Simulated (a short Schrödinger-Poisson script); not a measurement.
Structure: gated In0.52Al0.48As/In0.53Ga0.47As δ-doped gas in a quantum well, at 300 K.

| layer | material | thickness (nm) | Na (cm⁻³) |
|---|---|---|---|
| 1 | In0.52Al0.48As | 30 | - |
| 2 | In0.52Al0.48As | 20 | - |
| 3 | In0.53Ga0.47As | 8 | - |
| 4 | In0.52Al0.48As | 4000 | 7e15 |

Constants are typed, rounded textbook-type inputs, not results; the design itself was drawn at random and stands for no fabricated device. In0.52Al0.48As: permittivity 12.5, conduction-band edge (eV) 0.52, gap (eV) 1.45, electron mass (mₑ) 0.075, Nv at 300 K (cm⁻³) 1.1e19. In0.53Ga0.47As: permittivity 13.9, conduction-band edge (eV) 0, gap (eV) 0.74, Nv at 300 K (cm⁻³) 7.7e18.

Channel valleys (confinement mass, in-plane density-of-states mass, number): Γ 0.041, 0.041, 1. At the gate the conduction-band edge of layer 1 lies 0.65 eV − eVg above the Fermi level of the channel; the field vanishes at the back. Sheet of ionised δ-doping: +1.8e12 e/cm² at 30 nm from the gate. The barrier under the gate holds no holes. Gaps are held at their typed values at every temperature. Mesh 0.08 nm at interfaces.

Solved with a short Schrödinger-Poisson script written for these runs: 1D Poisson equation in equilibrium, electrons quantum, Hartree plus LDA exchange-correlation (BenDaniel-Duke, 40 states a valley, the channel's in-plane mass for all, wave functions free to enter the barrier), parabolic valleys, classical holes, full ionisation, no traps, pinning or gate leakage.

Only gate voltages with over 1e8 electrons/cm² are shown.

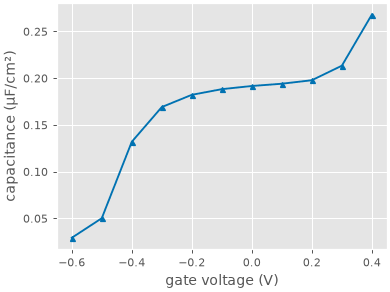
Quasi-static capacitance against gate voltage

| Vg (V) | electrons (cm⁻²) | in the channel layer | C (μF/cm²) | Γ E0 (meV) | Γ E1 (meV) |
|---|---|---|---|---|---|
| 0.4 | 9.94e11 | 8.95e11 | 0.268 | -51.1 | 54.3 |
| 0.3 | 8.48e11 | 8.02e11 | 0.213 | -44.5 | 96.5 |
| 0.2 | 7.22e11 | 6.91e11 | 0.198 | -36.3 | 144.1 |
| 0.1 | 6.01e11 | 5.77e11 | 0.194 | -27.3 | 179.5 |
| 0 | 4.82e11 | 4.63e11 | 0.192 | -17.5 | 189.7 |
| -0.1 | 3.65e11 | 3.51e11 | 0.188 | -6.3 | 201.1 |
| -0.2 | 2.51e11 | 2.41e11 | 0.182 | 7.1 | 214.8 |
| -0.3 | 1.43e11 | 1.38e11 | 0.169 | 24.9 | 232.8 |
| -0.4 | 5.18e10 | 4.99e10 | 0.132 | 54.0 | 261.9 |
| -0.5 | 5.51e9 | 5.30e9 | 0.0501 | 113.2 | 321.0 |
| -0.6 | 2.08e8 | 2.00e8 | 0.0291 | 198.1 | 405.6 |

Subbands count from the Fermi level.
